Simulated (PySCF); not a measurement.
# CH4FGaO (SMILES O[CH](F)[GaH2]) at HF/ANO-RCC-VDZ (sfX2C)

Aim: the vertical singlet–triplet gap of CH4FGaO at HF/ANO-RCC-VDZ (sfX2C), from 2 runs. The job is set up through a Python script.

The results are computed with PySCF 2.14.0.

### 1 The system as given

The species is CH4FGaO (8 atoms), meant as a singlet with charge 0. As SMILES, `O[CH](F)[GaH2]`. The shape comes from GFN2-xTB, which is rough for such elements, and wasn't checked as a minimum. This is one conformer, not always the lowest.

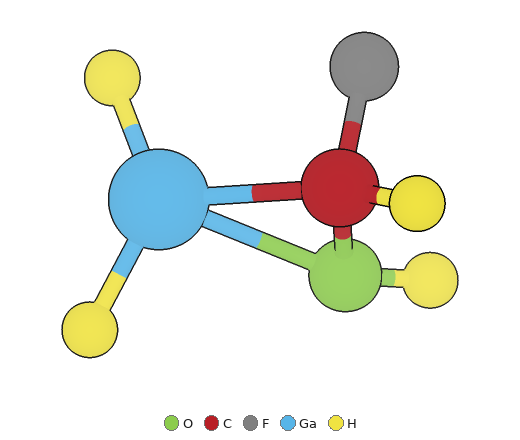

Viewed from a chosen angle; oxygen green, carbon red, fluorine grey, gallium blue, hydrogen yellow.

### 2 A single-point energy at HF/ANO-RCC-VDZ (sfX2C)

The input, run.py:

```python
from pyscf import gto, scf

molecule = gto.M(
    atom='''
O        1.090090       0.227650       0.044710
C       -0.156230       0.592550       0.639660
F       -0.789970       1.442060      -0.307500
Ga      -0.566350      -1.124210      -0.322580
H        1.677180       0.993820      -0.058040
H       -0.014180       1.213300       1.530590
H       -1.440320      -0.926020      -1.587940
H        0.199780      -2.419140       0.061100
''',
    spin=0,
    charge=0,
    max_memory=1860,
    basis='ano-rcc-vdz',
    verbose=3,
)

mf = scf.RHF(molecule)
mf = mf.x2c()
mf.conv_tol = 1e-10
mf.kernel()
if not mf.converged:
    mf = mf.newton().run(mf.mo_coeff, mf.mo_occ)

e_final = mf.e_tot
print(f'total energy: {e_final:.8f} hartree')
```

Run with:

```sh
$ OMP_NUM_THREADS=1 python run.py
```

The log of the run:

```text
converged SCF energy = -2156.76979030491
total energy: -2156.76979030 hartree
```

Wall time 6 s (1 thread of Intel Xeon 6975P-C (Granite Rapids), shared host); peak memory 0.16 GiB.

### 3 The triplet

The input, job.py:

```python
from pyscf import gto, scf

system = gto.Mole()
system.atom = '''
O      2.059972     0.430196     0.084490
C     -0.295232     1.119757     1.208782
F     -1.492827     2.725098    -0.581091
Ga    -1.070246    -2.124449    -0.609588
H      3.169411     1.878048    -0.109680
H     -0.026796     2.292805     2.892396
H     -2.721810    -1.749924    -3.000772
H      0.377529    -4.571512     0.115462
'''
system.spin = 2
system.verbose = 3
system.unit = 'bohr'
system.max_memory = 1860
system.charge = 0
system.basis = 'ano-rcc-vdz'
system.build()

hf = scf.UHF(system)
hf = hf.sfx2c1e()
hf.conv_tol = 1e-10
hf.kernel()
if not hf.converged:
    hf = hf.newton().run(hf.mo_coeff, hf.mo_occ)

e_tot = hf.e_tot
print(f'total energy: {e_tot:.8f} hartree')
```

Run with:

```sh
$ OMP_NUM_THREADS=1 python job.py
```

The log of the run:

```text
WARN: HOMO 0.0287447985906586 >= LUMO -0.235475908673136

WARN: HOMO -0.166937280742443 >= LUMO -0.239588107016295

converged SCF energy = -2156.56833160089  <S^2> = 2.0120251  2S+1 = 3.008006
total energy: -2156.56833160 hartree
```

Wall time 6.9 s (1 thread of Intel Xeon 6975P-C (Granite Rapids), shared host); peak memory 0.15 GiB.

### 4 What came out

At HF/ANO-RCC-VDZ (sfX2C):

| quantity | value |
| --- | --- |
| singlet: total energy | -2156.76979 Eh |
| singlet: dipole moment | 1.81 D |
| singlet: HOMO energy | -11.36 eV |
| singlet: LUMO energy | 1.84 eV |
| singlet: HOMO–LUMO gap | 13.20 eV |
| triplet: total energy | -2156.56833 Eh |
| triplet: dipole moment | 6.32 D |
| triplet: HOMO energy (highest over α and β) | -4.89 eV |
| triplet: LUMO energy (lowest over α and β) | -2.29 eV |
| triplet: ⟨S²⟩ | 2.012 |
| vertical energy of the triplet above the singlet | 5.482 eV |

What this shows: At this shape the triplet lies 5.48 eV (529 kJ/mol) above the singlet. Mulliken charges (singlet) run from -0.67 on O1 to +0.85 on Ga4. Mulliken charges (triplet) run from -0.59 on O1 to +0.46 on C2.
